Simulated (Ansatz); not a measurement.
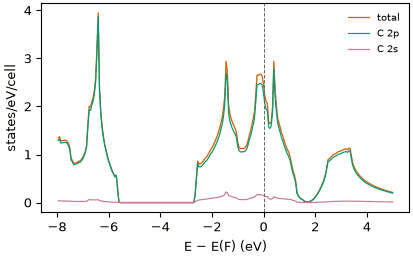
Total and projected density of states of C in space group I4_132 (No. 214; C on 8a), r²SCAN in the plane-wave PAW code Ansatz

Which orbitals carry the states next to the Fermi level?

Within 0.5 eV of the Fermi level: C 2p 93 %, C 2s 6 %. Projections are on Löwdin-orthogonalised atomic valence shells; empty p or d shells of many metals are not among them.

Where is the tallest occupied peak in this window, and what makes it?

Near -6.4 eV, about 3.9 states/eV per cell; the largest projected share is C 2p.

The start of the workflow was typed in or built on a structure type; neither database checked (COD, Materials Project) lists it. It is not the phase usual at ambient conditions (space group No. 194, 227). The cell was relaxed with r²SCAN under the symmetry of its start. At this level the phase is mechanically unstable.

Potentials: the earlier of the program's two PAW sets.
